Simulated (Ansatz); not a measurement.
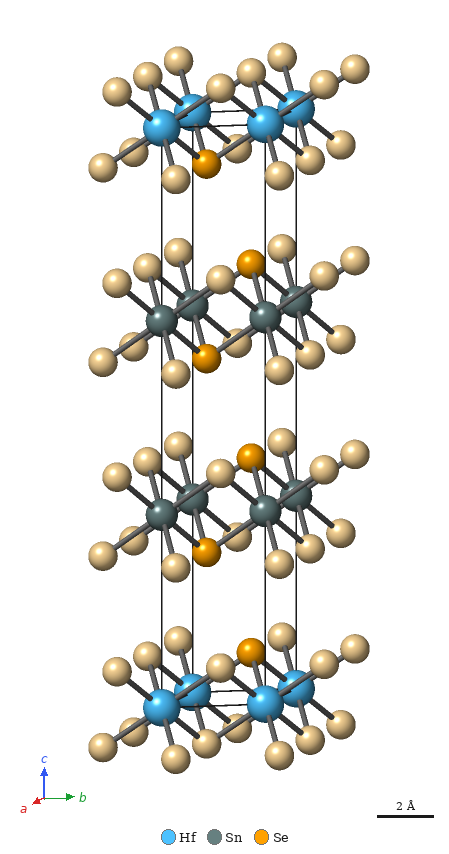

An orthographic ball-and-stick view of the structure, slightly off an axis. The wireframe shows the conventional unit cell. Outside the box, the atoms bonded to those within are drawn, in fainter colours.

HfSn₂Se₆, space group P-3m1 (No. 164), a = 3.838 Å, b = 3.838 Å, c = 21.152 Å, α = 90.00°, β = 90.00°, γ = 120.00°. Provenance: a structure type filled with these elements by a generator (whether the compound takes this form wasn't checked). Earlier steps of the study may have refined or changed the cell and positions. It went into a calculation with Ansatz.

This one geometry was computed with Ansatz (DFT, plane waves, PAW) at three levels of theory: PBE, r2SCAN and LDA.

Q: Which level gives the highest pressure at this volume, and what does that say about its equilibrium volume?

A: Highest: PBE (0.0 GPa), which points to the largest equilibrium volume. Lowest, with the smallest volume: LDA (-3.9 GPa). Levels within 0.5 GPa of each other can't be told apart.

Q: How does the band gap change with the level of theory?

A: LDA: a gap of 0.29 eV, indirect; PBE: a gap of 0.45 eV, indirect; r2SCAN: a gap of 0.74 eV, indirect.

Q: Collect the results in a table.

A:
| level | cutoff (eV) | k-mesh of the run's cell | gap (eV) | pressure (GPa) |
| --- | --- | --- | --- | --- |
| PBE | 420 | 12×12×2 | 0.45 | 0.0 |
| r2SCAN | 500 | 12×12×2 | 0.74 | -1.6 |
| LDA | 420 | 12×12×2 | 0.29 | -3.9 |

Gaps are taken on the k-mesh or band path of each run.
